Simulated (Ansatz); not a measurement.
C2H6AlNO

The calculation's input:

```
crystal:
  periodic: [false, false, false]
  atoms:
    - { symbol: C, position_ang: [-0.5751, 1.9476, 0.8376] }
    - { symbol: O, position_ang: [-0.1449, 1.7463, -0.4708] }
    - { symbol: Al, position_ang: [0.1221, -0.0666, -0.7044] }
    - { symbol: C, position_ang: [1.128, -1.7356, -0.6563] }
    - { symbol: "N", position_ang: [-0.3316, -1.8944, -1.1434] }
    - { symbol: H, position_ang: [-0.7946, 3.0986, 0.9376] }
    - { symbol: H, position_ang: [-1.5717, 1.4853, 1.0001] }
    - { symbol: H, position_ang: [0.1587, 1.7073, 1.5903] }
    - { symbol: H, position_ang: [1.2294, -2.2045, 0.3794] }
    - { symbol: H, position_ang: [1.7898, -1.9366, -1.439] }
    - { symbol: H, position_ang: [-0.9449, -2.2043, -0.3105] }
basis:
  gaussian: { orbitals: def2-SVP }
hamiltonian:
  xc: hf
relax:
  f_tol: 0.02
  max_steps: 50
output:
  orbitals: {}
```

Run with:

```sh
ansatz run input.yaml --threads 2 --pin off --max-ram 3072MiB --backend cpu --events-out ev --progress --plain --runs-dir out
```

The fields are those of the relaxed geometry.

The calculation used RHF/def2-SVP (Ansatz).

**Predict the electron density and electron localisation function between the atoms.**

C–O (1.38 Å): ρ is about 2.2 e/Å³ halfway; the ELF peaks at about 0.90 between the atoms: a shared but strongly polarised pair.
C–N (1.52 Å): the density is about 1.7 e/Å³ at the midpoint; the ELF peaks at about 0.90 between the atoms: localised, covalent bonding.
Al–O (1.65 Å): the density is about 0.84 e/Å³ at the midpoint; the ELF peaks at about 0.80 in the valence shell of O, 0.6 Å from its nucleus, and is about 0.25 at the midpoint.
Al–N (1.71 Å): ρ is about 0.82 e/Å³ halfway; the ELF peaks at about 0.80 in the valence shell of N, 0.6 Å from its nucleus, and is about 0.30 at the midpoint.

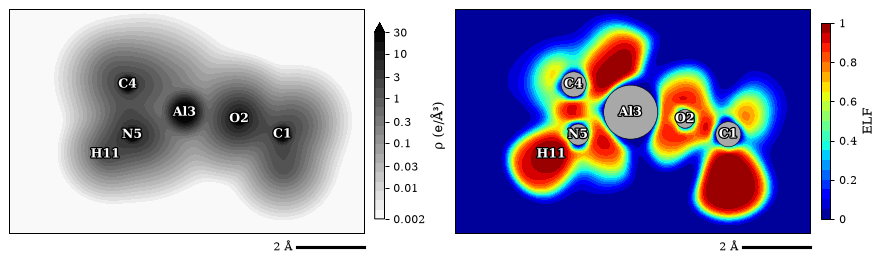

Computed electron density and electron localisation function on the plane of atoms C4, Al3 and N5, in this order. Grey discs cover the atomic cores in the ELF map. 
